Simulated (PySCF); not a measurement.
Consider C7H13OPSi.

Input file:

```
{"job": {"kind": "nmr", "xc": "PBE0", "basis": "pcSseg-1"}, "charge": 0, "multiplicity": 1}
C      4.243050     0.134030    -0.128860
C      2.760195    -0.014943    -0.215926
C      2.098311    -0.663054    -1.208986
O      0.768080    -0.680445    -1.113369
C      0.331727    -0.035297    -0.016277
Si    -1.544596     0.056294     0.230035
C     -1.924327    -0.355920     2.050693
C     -2.353338    -1.192983    -0.956845
C     -2.109958     1.836467    -0.161199
P      1.587525     0.634898     0.955230
H      4.601599    -0.192361     0.846124
H      4.528527     1.178157    -0.256060
H      4.730500    -0.457374    -0.901372
H      2.513062    -1.168031    -2.064851
H     -1.376691     0.303942     2.716599
H     -2.981967    -0.243725     2.267007
H     -1.643591    -1.375516     2.296338
H     -2.095549    -0.973662    -1.988193
H     -3.435332    -1.168752    -0.874023
H     -2.028240    -2.207265    -0.746512
H     -3.169636     1.966630     0.035485
H     -1.934597     2.090442    -1.202588
H     -1.569506     2.555453     0.447628
```

Launched as:

```sh
OMP_NUM_THREADS=1 python probes_run.py task.json out
```

Geometry: GFN2-xTB.

Computed with PySCF 2.14.0, PBE0/pcSseg-1, SCF density, gas phase, non-relativistic.

Question: What can the converged electron density and electron localisation function tell about the bonding?

Answer: C–O (1.33 Å): the density is about 2.4 e/Å³ at the midpoint; the ELF peaks at about 0.90 between the atoms; a shared but strongly polarised pair.
C–C (1.36 Å): the density is about 2.2 e/Å³ at the midpoint; the ELF peaks at about 0.95 between the atoms (a covalent bond).
C–P (1.72 Å): ρ is about 1.3 e/Å³ halfway; the ELF peaks at about 0.95 between the atoms: localised, covalent bonding.
C–Si (1.89 Å): ρ is about 0.92 e/Å³ halfway; the ELF peaks at about 1 between the atoms; localised, covalent bonding.

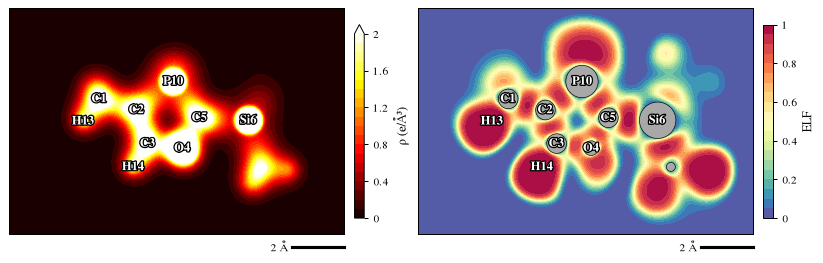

Computed electron density and electron localisation function on the plane of atoms C1, C2 and C3, in this order. Grey discs cover the atomic cores in the ELF map. 
